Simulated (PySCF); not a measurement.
# C₄H₈B₂: electronic excitations

Wanted: the electronic excitations of C₄H₈B₂ (`B1C=CCBC1`), by calculation.

The runs use PySCF 2.14.0, with density-fitted response routines of our own; the level of theory stands in each step. All values are computed, except where a source is named. Atoms are numbered from 0 throughout.

## Step 1: The starting structure

14 atoms, charge 0, multiplicity 1; geometry from: GFN2-xTB.

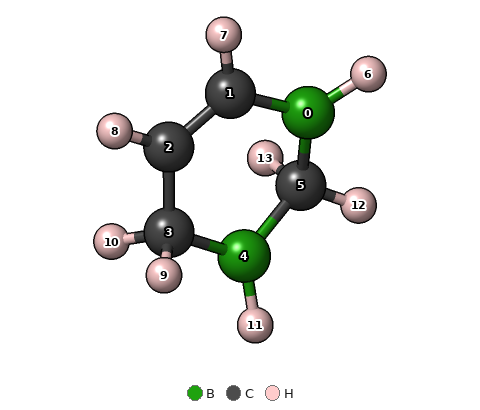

The starting geometry (boron green, carbon dark grey, hydrogen pink), atoms numbered.

## Step 2: Excited states and response: CAM-B3LYP/def2-SVPD

What the job is given:

```
{"job": {"kind": "uv", "xc": "CAM-B3LYP", "basis": "def2-SVPD", "nstates": 8, "ntriplets": 3}, "charge": 0, "multiplicity": 1}
B     -0.317492     1.529087    -0.301238
C      1.109378     1.097362     0.087697
C      1.452213    -0.183603     0.269042
C      0.531960    -1.345419     0.057127
B     -0.975373    -0.996903    -0.264936
C     -1.455920     0.472998    -0.035078
H     -0.537372     2.592948    -0.744637
H      1.893213     1.837331     0.217344
H      2.468616    -0.448533     0.550671
H      0.960502    -1.974791    -0.732452
H      0.579551    -1.982377     0.949901
H     -1.691262    -1.840615    -0.658420
H     -2.425543     0.714872    -0.470016
H     -1.593151     0.527171     1.052830
```

With the program's defaults for keys left out, this is: TDDFT CAM-B3LYP/def2-SVPD, vertical, gas phase, core orbitals frozen in the response.

On the command line:

```console
$ OMP_NUM_THREADS=1 python probes_run.py task.json out
```

The driver reads the jobs from task.json and runs them one after another.

Standard output:

```text
coarse grid: 11480 points
cycle   1  E = -206.5475127499  dE =  7.905e-01  |g| = 4.062e-01  |ddm| = 6.451e+00
cycle   2  E = -206.5634706392  dE = -1.596e-02  |g| = 3.521e-01  |ddm| = 1.243e+00
cycle   3  E = -206.5950726405  dE = -3.160e-02  |g| = 4.826e-02  |ddm| = 6.037e-01
cycle   4  E = -206.5955071080  dE = -4.345e-04  |g| = 3.281e-02  |ddm| = 1.268e-01
cycle   5  E = -206.5957830082  dE = -2.759e-04  |g| = 3.309e-03  |ddm| = 6.138e-02
cycle   6  E = -206.5957867167  dE = -3.709e-06  |g| = 9.429e-04  |ddm| = 1.110e-02
final grid: 110224 points
cycle   7  E = -206.6392899568  dE = -3.446e-05  |g| = 3.803e-03  |ddm| = 1.013e-01
cycle   8  E = -206.6392907453  dE = -7.885e-07  |g| = 3.532e-03  |ddm| = 1.577e-02
cycle   9  E = -206.6392939311  dE = -3.186e-06  |g| = 2.473e-04  |ddm| = 5.991e-03
cycle  10  E = -206.6392939394  dE = -8.312e-09  |g| = 2.207e-04  |ddm| = 9.450e-04
cycle  11  E = -206.6392939518  dE = -1.235e-08  |g| = 1.851e-05  |ddm| = 4.031e-04
cycle  12  E = -206.6392939520  dE = -1.916e-10  |g| = 9.861e-06  |ddm| = 8.290e-05
converged SCF energy = -206.6392939520

Static polarisability (au): isotropic 70.519, principal 52.382 73.560 85.614

Singlet excitations
state   eV       nm        f      main configurations
  1   5.0405    246.0   0.03700   H->L 0.66, H-1->L 0.20, H-2->L 0.09
  2   5.2307    237.0   0.01910   H-1->L 0.72, H->L 0.13, H-2->L 0.08
  3   5.8267    212.8   0.00425   H->L+1 0.52, H-1->L+1 0.16, H-2->L+1 0.12
  4   5.9139    209.6   0.09052   H-2->L 0.39, H->L+1 0.13, H-1->L+1 0.13
  5   5.9977    206.7   0.02703   H-1->L+1 0.49, H-2->L 0.23, H-3->L 0.09
  6   6.6064    187.7   0.03041   H-2->L+1 0.55, H->L+1 0.31
  7   6.9820    177.6   0.00165   H-3->L 0.80
  8   7.1477    173.5   0.01856   H->L+2 0.83, H->L+4 0.09

Triplet excitations (Tamm-Dancoff, eV): 3.5825 4.8074 5.1156
```

It took 62 s on 1 thread of Intel Xeon at 2.50GHz, shared host; peak memory 0.8 GiB.

Frontier orbitals and where they lie:

```csv
orbital,eV,atoms
HOMO−3,-11.15,"C3 21 %, B0 18 %, C1 14 %"
HOMO−2,-9.93,"C5 23 %, B0 17 %, B4 16 %"
HOMO−1,-9.52,"C1 14 %, C3 14 %, B0 14 %"
HOMO,-8.86,"C1 32 %, C2 28 %, B0 9 %"
LUMO,-0.46,"B0 29 %, C2 21 %, C1 15 %"
LUMO+1,0.36,"B4 41 %, B0 12 %, C5 11 %"
LUMO+2,1.04,"B4 39 %, B0 19 %, C2 7 %"
```

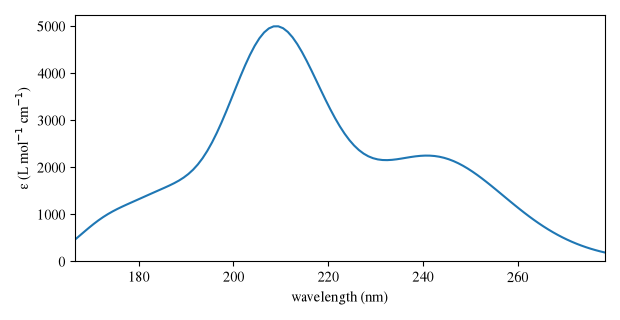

Absorption spectrum: each of the 8 states is a Gaussian band of 0.4 eV half-width at 1/e. Beyond the last state computed it falls off for lack of states.

Further results of this job:

```csv
property,computed
dipole moment (D),1.26
polarisability (Å³),10.45
HOMO–LUMO gap (eV),8.39
−ε(HOMO) (eV),8.86
```

## Step 3: Results

| quantity | value |
| --- | --- |
| lowest singlet (CAM-B3LYP/def2-SVPD) | 5.04 eV (246 nm), f = 0.037 |
| brightest single state of those computed | state 4, 5.91 eV, f = 0.091 |
| lowest triplet | 3.58 eV |

The lowest singlet, at 5.04 eV, is HOMO→LUMO 0.66, HOMO−1→LUMO 0.20 and is weak; of the 8 states computed, the strongest absorption comes from state 4 at 5.91 eV. The lowest triplet lies 1.46 eV below the lowest singlet (triplets in Tamm-Dancoff, singlets in full TDDFT).
